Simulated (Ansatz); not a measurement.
# Phonons of InSe (R3m) against volume, part 2 of 3

Wanted: Grüneisen parameters and pressure coefficients of the modes of InSe (R3m).

Ansatz 0.2.0; DFT LDA, scalar-relativistic, plane waves, PAW; PAW set soft_1.

So far: Starting point; Relaxation.

The database entry behind the starting cell differs from later determinations by our own check (c about 1.5 % long), so it need not match the best structure at ambient conditions.

### 3. Tight relaxation

Phonons need small forces and stress, so the relaxation is finished with tight tolerances on 12×12×12 k points.

The input, input.yaml:

```yaml
crystal:
  lattice:
    - [1.9864101554, 1.146854438, 8.1333062922]
    - [-1.9864101554, 1.146854438, 8.1333062922]
    - [0.0, -2.2937088759, 8.1333062922]
  atoms:
    - { symbol: Se, position: [0.3858130423, 0.3858130423, 0.3858130423] }
    - { symbol: Se, position: [0.1695548991, 0.1695548991, 0.1695548991] }
    - { symbol: In, position: [1.0005128556, 0.0005128556, 0.0005128556] }
    - { symbol: In, position: [0.888119203, 0.888119203, 0.888119203] }
kpoints:
  mp_grid: { grid: [12, 12, 12] }
hamiltonian:
  xc: lda
  pseudopotentials: { kind: paw, azcp: { folder: soft_1 }, xc_functional: pbe }
scf:
  occupations: { method: gaussian, width: 0.01 }
output:
  forces: true
  stress: true
  eigenvalues: true
relax:
  adjacent_minimum: "off"
  f_tol: 0.001
  max_steps: 60
  cell: { stress_tol: 0.01 }
```

Command:

```console
ansatz run input.yaml --threads 4 --pin off --max-ram 16384MiB --backend cpu --events-out ev --progress --plain --runs-dir out
```

Numbers of over 12 decimals in the logs are rounded to 6 here.

The program printed:

```text
[...]
Crystal: 4 atoms, lattice volume = 111.172 Å³
Basis set: ecut = 420 eV, 2193 PW (Γ), FFT grids on a1−a3, a2−a3, a3
Bands: 35, of which v1, the nominal top of the filled ones, is band 29 counted from 1 (28 counted from 0)
Symmetry: 6 space group operations
[...]
k-points: 189 of 1728 (time reversal used)
[...]
--- Relaxed structure (3 steps of the walk, 3 accepted, 1 SCFs on fresh bases) ---
[...]
cell:  # Å, volume = 111.1396 Å³
    - [1.986649, 1.146992, 8.128980]
    - [-1.986649, 1.146992, 8.128980]
    - [0, -2.293985, 8.128980]
  atoms:
    - { symbol: Se, position: [0.385850, 0.385850, 0.385850] }
    - { symbol: Se, position: [0.169521, 0.169521, 0.169521] }
    - { symbol: In, position: [1.000534, 0.000534329, 0.000534329] }
    - { symbol: In, position: [0.888096, 0.888096, 0.888096] }
[key lines of the parts left out:]
SCF converged after 5 iterations
Free energy (F): -21682.868650 eV
Fermi energy:    7.669255 eV
P = ⅓ Tr σ = 0.0006 GPa (0.006 kbar)
```

Wall time 17 s (4 threads of AMD EPYC 9R45, shared host); peak memory 0.88 GiB.

Little changed from the start: no atom moved by 0.005 Å and no cell edge by 0.1 %.

Numbers from this step:

```yaml
pressure: 5.79e-4 GPa
gap_on_the_k_mesh: 0.1967 eV
volume_per_atom: 27.78 Å³
```

The largest force component left is 0.48 meV/Å and the pressure is 0.001 GPa, within the tolerances set. The cell now holds 27.78 Å³/atom.

### 4. Modes at rest

The force constants come from the linear response of the density to a displacement.

The modes at rest are the reference of the series.

input.yaml, the sections that differ from step 3:

```yaml
crystal:
  lattice:
    - [1.9866491153, 1.1469924015, 8.1289795169]
    - [-1.9866491153, 1.1469924015, 8.1289795169]
    - [0.0, -2.293984803, 8.1289795169]
  atoms:
    - { symbol: Se, position: [0.3858495684, 0.3858495684, 0.3858495684] }
    - { symbol: Se, position: [0.1695205505, 0.1695205505, 0.1695205505] }
    - { symbol: In, position: [1.0005343288, 0.0005343288, 0.0005343288] }
    - { symbol: In, position: [0.8880955523, 0.8880955523, 0.8880955523] }
output:
  eigenvalues: true
phonons:
  method: dfpt
# kpoints, hamiltonian, scf: as in step 3
# relax: removed
```

The program printed:

```text
[...]
Crystal: 4 atoms, lattice volume = 111.140 Å³
Basis set: ecut = 420 eV, 2193 PW (Γ), exchange–correlation on 120×120×120 points (8 copies of the dense FFT grid, shifted against one another)
Bands: 35, of which v1, the nominal top of the filled ones, is band 29 counted from 1 (28 counted from 0)
Symmetry: 6 space group operations
k-points: 476 of 1728 (irreducible under 2 space group operations, time reversal used)
[...]
SCF iter   1: F=—  HF=-21685.635112 eV  |F-HF|=—  |Δ(HF+E_count)|=         —  Δρ=4.97e-2  dr2=1.52e1  ethr=3.10e-3  ⟨swp⟩=6.7  Hψ=73615  notcnv=0
[...]
SCF iter  13: F=-21682.868652 eV  HF=-21682.868652 eV  |F-HF|=7.28e-12  |Δ(HF+E_count)|=  7.28e-12  Δρ=2.82e-8  dr2=1.15e-12  ethr=1.00e-12  ⟨swp⟩=12.9  Hψ=94472  notcnv=0
SCF 1 converged in 13 iterations: F = -21682.868652 eV  dr2 = 1.15e-12
[...]
DFPT response loops at Γ: preconditioner auto → Resta (q_TF=auto, 2.448 Å⁻¹)  ε∞=17.5 (no band partly filled); β = 1.00, the filter's whole step (`scf.mixing.beta` (0.50) is not read by the response loops at its default; to damp them type it under 1.00, their step now; it binds the ground state too); Broyden in place of MSR1
SCF converged after 13 iterations
Free energy (F): -21682.868652 eV
[...]
Internal energy: -21682.868652 eV  (E = F + TS)
E sigma→0 (E₀):  -21682.868652 eV
Fermi energy:    7.669255 eV
[...]
--- Band table (eV; the first three rows and the last of 476) ---
  k-point 0: bands = [... 25 lower, 6.1074, 6.1074, 6.2786, 6.2786, 9.2779, 9.4940, 11.7657, 11.7657, ... 2 higher]
  k-point 1: bands = [... 25 lower, 5.9410, 6.0054, 6.2032, 6.2730, 9.4425, 9.8940, 11.3459, 11.8400, ... 2 higher]
  k-point 2: bands = [... 25 lower, 5.6781, 5.7615, 5.9951, 6.3792, 9.6298, 10.1065, 11.1452, 11.9342, ... 2 higher]
  k-point 475: bands = [... 25 lower, 6.0294, 6.3678, 6.3678, 7.5709, 7.7676, 9.5553, 11.6464, 11.6464, ... 2 higher]
--- Phonons (Γ-DFPT): 8 representative perturbations + reference, on 476 of 1728 k-points (Σ response iterations 24) ---
  k mesh reduced under 2 symmetry operations, with k and −k counted as one. Each operation leaves every solved perturbation unchanged. A smaller set is not used because it would not reduce the number of displacements times k-points to solve
  ASR residual: 6.499e-5 → 0.000e0 eV/Å²; symmetrization residual: 2.132e-5 eV/Å²
  ASR residual per site (eV/Å²): 3.85e-5 5.54e-5 5.49e-5 6.50e-5
  Γ frequencies (cm⁻¹): 0.00 0.00 0.00 40.05 40.05 114.15 175.86 175.86 178.37 178.37 190.16 227.25
  non-analytic LO–TO correction: not included (Born effective charges unavailable; polar crystals: no LO–TO splitting at Γ)
```

Elapsed: 5.2 min, on 4 threads; peak memory 5.4 GiB.

Numbers from this step:

* sum-rule residual before enforcement: 6.50e-5 eV/Å²
* point group: 3m
* highest optical mode at the zone centre (no LO-TO term): 227.2 cm⁻¹
* lowest optical zone-centre mode: 40.05 cm⁻¹

Without the LO-TO term. Patterns of degenerate modes are one choice out of their space. Modes at Γ, with each element's share of the kinetic energy:

| mode | frequency (cm⁻¹) | symmetry | Se % | In % |
| --- | --- | --- | --- | --- |
| 1 | 0.0 | acoustic | 41 | 59 |
| 2 | 0.0 | acoustic | 41 | 59 |
| 3 | 0.0 | acoustic | 41 | 59 |
| 4 | 40.0 | E | 37 | 63 |
| 5 | 40.0 | E | 37 | 63 |
| 6 | 114.2 | A1 | 70 | 30 |
| 7 | 175.9 | E | 62 | 38 |
| 8 | 175.9 | E | 62 | 38 |
| 9 | 178.4 | E | 60 | 40 |
| 10 | 178.4 | E | 60 | 40 |
| 11 | 190.2 | A1 | 59 | 41 |
| 12 | 227.2 | A1 | 30 | 70 |

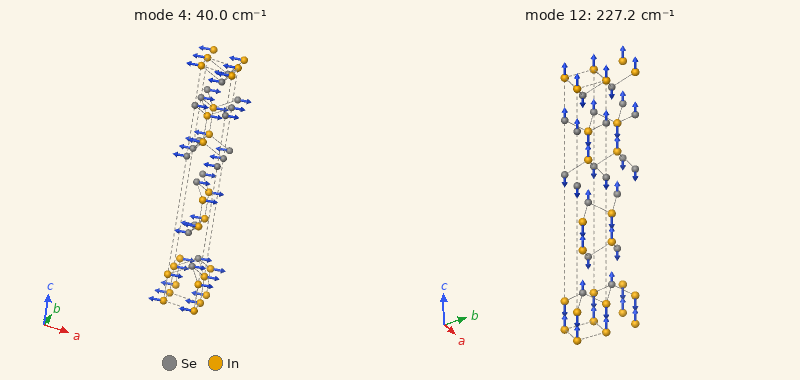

Displacement patterns of modes 4 and 12 at Γ; arrows are exaggerated. Bonds to atoms that aren't drawn are left out. 1×2×1 conventional cells are drawn. Some periodic images of atoms are drawn too.

Before it was imposed, the acoustic sum rule was missed by 6.5e-5 eV/Å². Small misses are needed for a sound result but don't prove that mesh and cutoff are converged. The lowest optical mode is real, 40.0 cm⁻¹.

### 5. Relaxation of a member: 1.06 times the volume at rest

The cell is set to 1.06 times the volume at rest, and shape and atoms relax at that volume.

input.yaml, the sections that differ from step 4:

```yaml
crystal:
  lattice:
    - [2.0111708384, 1.1611500249, 8.407876125]
    - [-2.0111708384, 1.1611500249, 8.407876125]
    - [0.0, -2.3223000498, 8.407876125]
  atoms:
    - { symbol: Se, position: [0.3829472037, 0.3829472037, 0.3829472037] }
    - { symbol: Se, position: [0.1723948881, 0.1723948881, 0.1723948881] }
    - { symbol: In, position: [0.9993089252, -0.0006910748, -0.0006910748] }
    - { symbol: In, position: [0.889348983, 0.889348983, 0.889348983] }
output:
  forces: true
  stress: true
  eigenvalues: true
relax:
  adjacent_minimum: "off"
  f_tol: 0.001
  max_steps: 60
  cell: { stress_tol: 0.01, fix: [volume] }
# kpoints, hamiltonian, scf: as in step 4
# phonons: removed
```

The program printed:

```text
[...]
Crystal: 4 atoms, lattice volume = 117.808 Å³
Basis set: ecut = 420 eV, 2309 PW (Γ), FFT grids on a1−a3, a2−a3, a3
Bands: 35, of which v1, the nominal top of the filled ones, is band 29 counted from 1 (28 counted from 0)
Symmetry: 6 space group operations
[...]
k-points: 189 of 1728 (time reversal used)
[...]
--- Relaxed structure (5 steps of the walk, 4 accepted, 1 SCFs on fresh bases) ---
[...]
cell:  # Å, volume = 117.8080 Å³
    - [2.001275, 1.155436, 8.491235]
    - [-2.001275, 1.155436, 8.491235]
    - [0, -2.310873, 8.491235]
  atoms:
    - { symbol: Se, position: [0.381260, 0.381260, 0.381260] }
    - { symbol: Se, position: [0.174074, 0.174074, 0.174074] }
    - { symbol: In, position: [0.998496, -0.00150376, -0.00150376] }
    - { symbol: In, position: [0.890169, 0.890169, 0.890169] }
[key lines of the parts left out:]
SCF converged after 6 iterations
Free energy (F): -21682.841841 eV
Fermi energy:    6.840285 eV
P = ⅓ Tr σ = -1.0819 GPa (-10.819 kbar)
```

The job ended after 30 s (4 threads; peak memory 0.9 GiB; 1.9 min of CPU time).

Relaxation path:

| step | energy less that of the first step (eV) | largest force component (eV/Å) | pressure (GPa) | volume (Å³) |
| --- | --- | --- | --- | --- |
| 1 | 0.0000 | 0.1392 | -1.79 | 117.81 |
| 2 | 0.0037 | 0.1879 | -0.44 | 117.81 |
| 3 | -0.0046 | 0.0007 | -1.17 | 117.81 |
| 4 | -0.0049 | 0.0065 | -1.09 | 117.81 |
| 5 | -0.0049 | 0.0001 | -1.08 | 117.81 |
| 6* | -0.0049 | 0.0002 | -1.08 | 117.81 |

Relaxation steps marked * repeat the geometry before them on a plane-wave basis chosen anew for their cell, so energy and pressure can jump there. Relaxation step 2 was tried and not accepted.

Forces are held to the 6 operations that the run works with; a distortion that breaks them can't arise in this run.

| conventional cell, symmetrised | before | after | change |
| --- | --- | --- | --- |
| a (Å) | 4.022 | 4.003 | -0.5 % |
| b (Å) | 4.022 | 4.003 | -0.5 % |
| c (Å) | 25.224 | 25.474 | +1.0 % |
| volume (Å³/atom) | 29.45 | 29.45 | +0.0 % |

The atoms that moved most (Å, as changes of fractional coordinates times the final cell):

| atom | dx | dy | dz | length |
| --- | --- | --- | --- | --- |
| Se1 | 0.000 | 0.000 | -0.043 | 0.043 |
| Se2 | 0.000 | 0.000 | 0.043 | 0.043 |
| In4 | 0.000 | 0.000 | 0.021 | 0.021 |
| In3 | 0.000 | 0.000 | -0.021 | 0.021 |

The relaxed structure:

```xyz
4
Lattice="2.0013 1.1554 8.4912 -2.0013 1.1554 8.4912 0.0000 -2.3109 8.4912" Properties=species:S:1:pos:R:3 pbc="T T T"
Se    0.0000    0.0000    9.7121
Se    0.0000    0.0000    4.4343
In    2.0013    1.1554    8.4529
In    0.0000    0.0000   22.6759
```

This step gave:

```
pressure          : -1.082 GPa
gap on the k-mesh : 0.3010 eV
volume per atom   : 29.45 Å³
```

The largest force component left is 0.16 meV/Å, at a pressure of -1.08 GPa.

### 6. Zone-centre modes of the member: 1.06 times the volume at rest

The zone-centre modes follow for 1.06 times the volume at rest.

input.yaml, the sections that differ from step 5:

```yaml
crystal:
  lattice:
    - [2.0012746182, 1.1554364395, 8.4912349189]
    - [-2.0012746182, 1.1554364395, 8.4912349189]
    - [0.0, -2.310872879, 8.4912349189]
  atoms:
    - { symbol: Se, position: [0.3812604113, 0.3812604113, 0.3812604113] }
    - { symbol: Se, position: [0.1740742914, 0.1740742914, 0.1740742914] }
    - { symbol: In, position: [0.9984962365, -0.0015037635, -0.0015037635] }
    - { symbol: In, position: [0.8901690608, 0.8901690608, 0.8901690608] }
scf:
  occupations: { method: fixed }
output:
  eigenvalues: true
phonons:
  method: dfpt
# kpoints, hamiltonian: as in step 5
# relax: removed
```

The program printed:

```text
[...]
Crystal: 4 atoms, lattice volume = 117.808 Å³
Basis set: ecut = 420 eV, 2321 PW (Γ), exchange–correlation on 120×120×120 points (8 copies of the dense FFT grid, shifted against one another)
Bands: 35, of which v1, the nominal top of the filled ones, is band 29 counted from 1 (28 counted from 0)
Symmetry: 6 space group operations
k-points: 476 of 1728 (irreducible under 2 space group operations, time reversal used)
[...]
SCF iter   1: F=—  HF=-21685.585659 eV  |F-HF|=—  |Δ(HF+E_count)|=         —  Δρ=4.80e-2  dr2=1.51e1  ethr=3.10e-3  ⟨swp⟩=5.0  Hψ=61087  notcnv=0  defer=1788
[...]
SCF iter  12: F=-21682.841844 eV  HF=-21682.841844 eV  |F-HF|=3.27e-11  |Δ(HF+E_count)|=  3.82e-10  Δρ=1.51e-7  dr2=5.32e-11  ethr=1.00e-12  ⟨swp⟩=12.8  Hψ=101202  notcnv=0
SCF 1 converged in 12 iterations: F = -21682.841844 eV  dr2 = 5.32e-11
[...]
SCF converged after 12 iterations
Free energy (F): -21682.841844 eV
[...]
Internal energy: -21682.841844 eV  (E = F + TS)
E sigma→0 (E₀):  -21682.841844 eV
Fermi energy:    6.689784 eV
[...]
--- Band table (eV; the first three rows and the last of 476) ---
  k-point 0: bands = [... 25 lower, 5.4428, 5.4428, 5.4884, 5.4884, 8.1940, 8.6456, 10.9648, 10.9648, ... 2 higher]
  k-point 1: bands = [... 25 lower, 5.2069, 5.3464, 5.4116, 5.5556, 8.4278, 9.0419, 10.5478, 11.0435, ... 2 higher]
  k-point 2: bands = [... 25 lower, 4.8384, 5.1165, 5.2007, 5.6672, 8.7503, 9.3003, 10.3100, 11.2145, ... 2 higher]
  k-point 475: bands = [... 25 lower, 5.3624, 5.5747, 5.5747, 6.6898, 6.9908, 8.6886, 10.8960, 10.8960, ... 2 higher]
[...]
ASR residual: 6.478e-5 → 0.000e0 eV/Å²; symmetrization residual: 1.888e-5 eV/Å²
  ASR residual per site (eV/Å²): 2.78e-5 1.03e-5 6.48e-5 6.41e-5
[...]
```

The job ended after 5.2 min (4 threads; peak memory 5.7 GiB).

This step gave:

```
sum-rule residual before enforcement                    : 6.48e-5 eV/Å²
highest optical mode at the zone centre (no LO-TO term) : 223.1 cm⁻¹
lowest optical zone-centre mode                         : 38.55 cm⁻¹
```

Without the LO-TO term. Patterns of degenerate modes are one choice out of their space. The modes at Γ (shares of kinetic energy by element, %):

| mode | frequency (cm⁻¹) | symmetry | Se % | In % |
| --- | --- | --- | --- | --- |
| 1 | 0.0 | acoustic | 41 | 59 |
| 2 | 0.0 | acoustic | 41 | 59 |
| 3 | 0.0 | acoustic | 41 | 59 |
| 4 | 38.5 | E | 38 | 62 |
| 5 | 38.5 | E | 38 | 62 |
| 6 | 105.9 | A1 | 70 | 30 |
| 7 | 171.3 | E | 62 | 38 |
| 8 | 171.3 | E | 62 | 38 |
| 9 | 174.4 | E | 59 | 41 |
| 10 | 174.4 | E | 59 | 41 |
| 11 | 188.9 | A1 | 59 | 41 |
| 12 | 223.1 | A1 | 30 | 70 |

Without the LO-TO term the lowest optical mode is real, 38.5 cm⁻¹, and the highest lies at 223.1 cm⁻¹.

### 7. Relaxation of a member: 0.9 times the volume at rest

The cell is set to 0.9 times the volume at rest, and shape and atoms relax at that volume.

The input, input.yaml:

```yaml
crystal:
  lattice:
    - [1.92895109, 1.1136804311, 7.7602987946]
    - [-1.92895109, 1.1136804311, 7.7602987946]
    - [0.0, -2.2273608622, 7.7602987946]
  atoms:
    - { symbol: Se, position: [0.3902128131, 0.3902128131, 0.3902128131] }
    - { symbol: Se, position: [0.1652659259, 0.1652659259, 0.1652659259] }
    - { symbol: In, position: [1.0016790334, 0.0016790334, 0.0016790334] }
    - { symbol: In, position: [0.8868422276, 0.8868422276, 0.8868422276] }
kpoints:
  mp_grid: { grid: [12, 12, 12] }
hamiltonian:
  xc: lda
  pseudopotentials: { kind: paw, azcp: { folder: soft_1 }, xc_functional: pbe }
scf:
  occupations: { method: gaussian, width: 0.01 }
output:
  forces: true
  stress: true
  eigenvalues: true
relax:
  adjacent_minimum: "off"
  f_tol: 0.001
  max_steps: 60
  cell: { stress_tol: 0.01, fix: [volume] }
```

The program printed:

```text
[...]
Crystal: 4 atoms, lattice volume = 100.026 Å³
Basis set: ecut = 420 eV, 1969 PW (Γ), FFT grids on a1−a3, a2−a3, a3
Bands: 35, of which v1, the nominal top of the filled ones, is band 29 counted from 1 (28 counted from 0)
Symmetry: 6 space group operations
[...]
k-points: 189 of 1728 (time reversal used)
[...]
--- Relaxed structure (5 steps of the walk, 4 accepted, 1 SCFs on fresh bases) ---
[...]
cell:  # Å, volume = 100.0257 Å³
    - [1.929050, 1.113738, 7.759501]
    - [-1.929050, 1.113738, 7.759501]
    - [0, -2.227475, 7.759501]
  atoms:
    - { symbol: Se, position: [0.391100, 0.391100, 0.391100] }
    - { symbol: Se, position: [0.164414, 0.164414, 0.164414] }
    - { symbol: In, position: [1.001763, 0.00176342, 0.00176342] }
    - { symbol: In, position: [0.886722, 0.886722, 0.886722] }
[key lines of the parts left out:]
SCF converged after 7 iterations
Free energy (F): -21682.726403 eV
Fermi energy:    9.287933 eV
P = ⅓ Tr σ = 4.7467 GPa (47.467 kbar)
```

Elapsed: 26 s, on 4 threads; peak memory 0.84 GiB.

The steps of the relaxation:

| step | energy less that of the first step (eV) | largest force component (eV/Å) | pressure (GPa) | volume (Å³) |
| --- | --- | --- | --- | --- |
| 1 | 0.0000 | 0.1694 | 5.21 | 100.03 |
| 2 | 0.0050 | 0.2366 | 4.14 | 100.03 |
| 3 | -0.0032 | 0.0140 | 4.75 | 100.03 |
| 4 | -0.0032 | 0.0069 | 4.75 | 100.03 |
| 5 | -0.0032 | 0.0002 | 4.75 | 100.03 |
| 6* | -0.0032 | 0.0002 | 4.75 | 100.03 |

Relaxation steps marked * repeat the geometry before them on a plane-wave basis chosen anew for their cell, so energy and pressure can jump there. Relaxation step 2 was tried and not accepted.

Forces are held to the 6 operations that the run works with; a distortion that breaks them can't arise in this run.

| conventional cell, symmetrised | before | after | change |
| --- | --- | --- | --- |
| a (Å) | 3.858 | 3.858 | +0.0 % |
| b (Å) | 3.858 | 3.858 | +0.0 % |
| c (Å) | 23.281 | 23.279 | -0.0 % |
| volume (Å³/atom) | 25.01 | 25.01 | -0.0 % |

The atoms that moved most (Å, as changes of fractional coordinates times the final cell):

| atom | dx | dy | dz | length |
| --- | --- | --- | --- | --- |
| Se1 | 0.000 | 0.000 | 0.021 | 0.021 |
| Se2 | 0.000 | 0.000 | -0.020 | 0.020 |

The relaxed structure:

```cif
data_structure
_symmetry_space_group_name_H-M 'P 1'
_symmetry_Int_Tables_number 1
_cell_length_a 8.0729
_cell_length_b 8.0729
_cell_length_c 8.0729
_cell_angle_alpha 27.650
_cell_angle_beta 27.650
_cell_angle_gamma 27.650
_cell_volume 100.03
loop_
_atom_site_label
_atom_site_type_symbol
_atom_site_fract_x
_atom_site_fract_y
_atom_site_fract_z
_atom_site_occupancy
Se1 Se 0.39110 0.39110 0.39110 1
Se2 Se 0.16441 0.16441 0.16441 1
In3 In 0.00176 0.00176 0.00176 1
In4 In 0.88672 0.88672 0.88672 1
```

This step gave:

| Property | Result |
| --- | --- |
| pressure | 4.747 GPa |
| gap on the k-mesh | 0.4898 eV |
| volume per atom | 25.01 Å³ |

The largest force component left is 0.15 meV/Å, at a pressure of 4.75 GPa.

[end of part 2 of 3]

[Logs are printed without paths, hosts, clocks, repeated set-up lines and the standing remarks that a program may print on its own settings, such as how far it seeks lower states.]

[Hosts, paths, dates, database ids (printed as entryN), source tags and the programs' standing remarks are cut or masked in the printed files.]
